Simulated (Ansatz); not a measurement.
**doublet [C4H6O2]+: levels of theory compared**

Aim: a comparison of 4 runs (UHF/6-31G*, UPBE/6-31G*, RPA@PBE/6-31G*, RPA@PBE0/6-31G*) of doublet [C4H6O2]+. 

Program for the calculation: Ansatz 0.2.0.

54 further runs of the same task are left out: 54 set aside as unsound or not needed.

## (1) The structure to begin with

[C4H6O2]+: 12 atoms, total charge +1, spin state doublet. SMILES of the parent species: `C=CC(=O)OC`. The coordinates come from a PBE0-D4/def2-TZVP relaxation. This is one conformer, not always the lowest. That shape belongs to the parent species and isn't relaxed for this state.

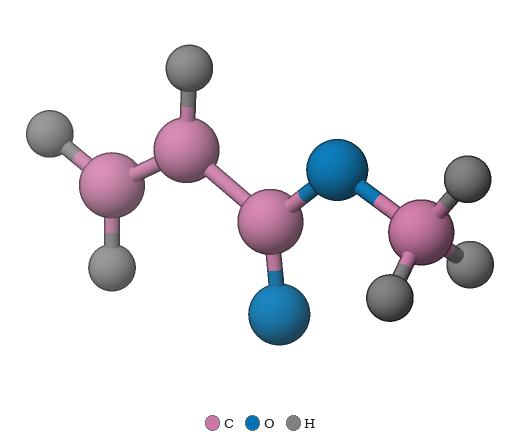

The structure, seen from a chosen angle (carbon pink, oxygen blue, hydrogen grey).

## (2) A single-point energy at UHF/6-31G(d) (spherical functions) (run 1)

Contents of molecule.yaml:

```yaml
crystal:
  periodic: [false, false, false]
  atoms:
    - {symbol: C, position_ang: [-2.188400, 1.173500, 0.033200]}
    - {symbol: C, position_ang: [-0.898000, 1.068600, 0.317400]}
    - {symbol: C, position_ang: [-0.132300, -0.126500, -0.095900]}
    - {symbol: O, position_ang: [-0.573100, -1.071600, -0.696400]}
    - {symbol: O, position_ang: [1.147600, -0.025700, 0.290700]}
    - {symbol: C, position_ang: [1.973000, -1.129800, -0.060300]}
    - {symbol: H, position_ang: [-2.692500, 0.379400, -0.506600]}
    - {symbol: H, position_ang: [-2.765600, 2.041400, 0.327700]}
    - {symbol: H, position_ang: [-0.356100, 1.838200, 0.854600]}
    - {symbol: H, position_ang: [1.998300, -1.261200, -1.143100]}
    - {symbol: H, position_ang: [2.964900, -0.893300, 0.318300]}
    - {symbol: H, position_ang: [1.599100, -2.048400, 0.394500]}
basis:
  gaussian: {orbitals: 6-31G_st_-spherical.json}
total_charge: 1
magnetization: {spin_polarized: true, initial_magnetization: 1}
hamiltonian: {xc: hf}
accuracy: high
output: {orbitals: {seedname: orbitals}}
```

The basis set 6-31G* is read from a file made from the Basis Set Exchange's data (not shown).

Run with:

```bash
$ ansatz run molecule.yaml --threads 1 --pin off --max-ram 3480MiB --events-out events.jsonl --progress --plain --runs-dir runs
```

The log of the run:

```text
Warning: RAYON_NUM_THREADS=1 ignored (pool sized by the plan → 1); use --threads N
Functional definition: HF
  name "HF"
  exchange = exact_x
  correlation = 0
2347 factors; integrals over basis functions are off by at most 5.1e-9 eV
mean field evaluation 1: about -8275.5419 eV, gradient 3.6e1 eV
mean field evaluation 2: about -8275.5490 eV, gradient 3.6e1 eV
mean field evaluation 4: about -8281.2692 eV, gradient 4.0e0 eV
mean field evaluation 8: about -8281.4547 eV, gradient 4.7e-1 eV
mean field evaluation 16: about -8281.5188 eV, gradient 4.3e-5 eV
mean field evaluation 32: about -8281.4842 eV, gradient 5.5e-1 eV
mean field evaluation 64: about -8280.9890 eV, gradient 4.2e0 eV
mean field evaluation 96: about -8281.2536 eV, gradient 7.5e-1 eV
mean field evaluation 128: about -8279.6478 eV, gradient 1.2e1 eV
mean field evaluation 160: about -8279.5519 eV, gradient 1.1e1 eV
mean field evaluation 192: about -8281.3764 eV, gradient 1.1e0 eV
mean field evaluation 224: about -8280.8207 eV, gradient 1.5e0 eV
mean field evaluation 256: about -8281.2613 eV, gradient 4.0e0 eV
mean field -8281.75333913 eV, -304.3488216388 hartree, gradient 1.5e-8 eV, S^2 0.791555; 4 other end points of the search recorded, 0 dependent functions left out
reference -8281.75333913 eV, -304.3488216388 hartree; 23, 22 occupied and 73, 74 virtual orbitals, 2347 factors
Total energy: -8281.75333913 eV, -304.3488216388 hartree
```

Run time: 16 s. Hardware: 1 thread of Intel Xeon 6975P-C (Granite Rapids), shared host; peak memory 0.39 GiB.

## (3) A single-point energy at UPBE/6-31G(d) (spherical functions) (run 2)

Contents of in.yaml:

```yaml
basis:
  gaussian: {orbitals: 6-31G_st_-spherical.json}
crystal:
  periodic: [false, false, false]
  atoms:
    - symbol: C
      position_ang: [-2.188400, 1.173500, 0.033200]
    - symbol: C
      position_ang: [-0.898000, 1.068600, 0.317400]
    - symbol: C
      position_ang: [-0.132300, -0.126500, -0.095900]
    - symbol: O
      position_ang: [-0.573100, -1.071600, -0.696400]
    - symbol: O
      position_ang: [1.147600, -0.025700, 0.290700]
    - symbol: C
      position_ang: [1.973000, -1.129800, -0.060300]
    - symbol: H
      position_ang: [-2.692500, 0.379400, -0.506600]
    - symbol: H
      position_ang: [-2.765600, 2.041400, 0.327700]
    - symbol: H
      position_ang: [-0.356100, 1.838200, 0.854600]
    - symbol: H
      position_ang: [1.998300, -1.261200, -1.143100]
    - symbol: H
      position_ang: [2.964900, -0.893300, 0.318300]
    - symbol: H
      position_ang: [1.599100, -2.048400, 0.394500]
total_charge: 1
magnetization: {spin_polarized: true, initial_magnetization: 1}
hamiltonian: {xc: pbe}
accuracy: high
output: {orbitals: {seedname: orbitals}}
```

The basis set 6-31G* is read from a file made from the Basis Set Exchange's data (not shown).

Run with:

```bash
$ ansatz run in.yaml --threads 1 --pin off --max-ram 3480MiB --events-out events.jsonl --progress --plain --runs-dir runs
```

The log of the run:

```text
Warning: RAYON_NUM_THREADS=1 ignored (pool sized by the plan → 1); use --threads N
Functional definition: PBE
  name "PBE"
  parameter kappa = 0.804
  parameter beta = 0.06672455060314922
  exchange = pbe_x(kappa = kappa, mu = beta*pi^2/3)
  correlation = pbe_c(beta = beta)
2347 factors; integrals over basis functions are off by at most 5.1e-9 eV
mean field evaluation 1: about -8306.1204 eV, gradient 5.5e1 eV
mean field evaluation 2: about -8217.2292 eV, gradient 1.2e2 eV
mean field evaluation 4: about -8318.1113 eV, gradient 1.4e1 eV
mean field evaluation 8: about -8318.1113 eV, gradient 1.4e1 eV
mean field evaluation 16: about -8319.5690 eV, gradient 2.9e-1 eV
mean field evaluation 32: about -8318.7891 eV, gradient 1.1e1 eV
mean field -8319.57011475 eV, -305.7385625099 hartree, gradient 2.0e-8 eV, S^2 0.752393; 5 other end points of the search recorded, 0 dependent functions left out
reference -8319.57011729 eV, -305.7385626031 hartree; 23, 22 occupied and 73, 74 virtual orbitals, 2347 factors
Total energy: -8319.57011729 eV, -305.7385626031 hartree
```

Run time: 17 s. Hardware: 1 thread of Intel Xeon 6975P-C (Granite Rapids), shared host; peak memory 0.38 GiB.

Run 3 isn't shown in full; the table further down has it.

## (4) A single-point energy at RPA@PBE0/6-31G(d) (spherical functions) (run 4)

Contents of input.yaml:

```yaml
crystal:
  periodic: [false, false, false]
  atoms:
    - {symbol: C, position_ang: [-2.188400, 1.173500, 0.033200]}
    - {symbol: C, position_ang: [-0.898000, 1.068600, 0.317400]}
    - {symbol: C, position_ang: [-0.132300, -0.126500, -0.095900]}
    - {symbol: O, position_ang: [-0.573100, -1.071600, -0.696400]}
    - {symbol: O, position_ang: [1.147600, -0.025700, 0.290700]}
    - {symbol: C, position_ang: [1.973000, -1.129800, -0.060300]}
    - {symbol: H, position_ang: [-2.692500, 0.379400, -0.506600]}
    - {symbol: H, position_ang: [-2.765600, 2.041400, 0.327700]}
    - {symbol: H, position_ang: [-0.356100, 1.838200, 0.854600]}
    - {symbol: H, position_ang: [1.998300, -1.261200, -1.143100]}
    - {symbol: H, position_ang: [2.964900, -0.893300, 0.318300]}
    - {symbol: H, position_ang: [1.599100, -2.048400, 0.394500]}
basis:
  gaussian: {orbitals: 6-31G_st_-spherical.json}
total_charge: 1
magnetization: {spin_polarized: true, initial_magnetization: 1}
hamiltonian: {xc: {name: PBE0}}
correlation: {method: rpa, frozen_orbitals: {C: 1, H: 0, O: 1}}
accuracy: high
```

The basis set 6-31G* is read from a file made from the Basis Set Exchange's data (not shown).

Run with:

```bash
$ ansatz run input.yaml --threads 1 --pin off --max-ram 3480MiB --events-out events.jsonl --progress --plain --runs-dir runs
```

The log of the run, shortened:

```text
Warning: RAYON_NUM_THREADS=1 ignored (pool sized by the plan → 1); use --threads N
Functional definition: PBE0
  name "PBE0"
[...]
2347 factors; integrals over basis functions are off by at most 5.1e-9 eV
[...]
mean field -8319.65540770 eV, -305.7416969681 hartree, gradient 4.2e-8 eV, S^2 0.760421; 6 other end points of the search recorded, 0 dependent functions left out
6 core orbitals not correlated: weight in the atoms' cores, before any rotation towards them, 1.000 or more for the frozen orbitals, at most 0.000 for the correlated occupied ones
reference -8280.09220518 eV, -304.2877760923 hartree; 17, 16 occupied and 73, 74 virtual orbitals, 2347 factors
Total energy: -8312.24565049 eV, -305.4693934131 hartree
```

Run time: 42 s. Hardware: 1 thread of Intel Xeon 6975P-C (Granite Rapids), shared host; peak memory 0.67 GiB.

## (5) The series

```
run                                  level  frozen core orbitals  energy (Eh)   ⟨S²⟩  wall time
  1       UHF/6-31G* (spherical functions)                     –  -304.348822  0.792       16 s
  2      UPBE/6-31G* (spherical functions)                     –  -305.738563  0.752       17 s
  3   RPA@PBE/6-31G* (spherical functions)                     6  -305.582910  0.752       30 s
  4  RPA@PBE0/6-31G* (spherical functions)                     6  -305.469393  0.760       42 s
```

## (6) Summary of results

| quantity | value |
| --- | --- |
| run 4: total energy | -305.46939 Eh |
| run 4: RPA correlation energy (valence) | -1181.6 mEh |
| run 4: ⟨S²⟩ of the reference determinant | 0.760 |

All runs together took 1.7 min, the longest 42 s.
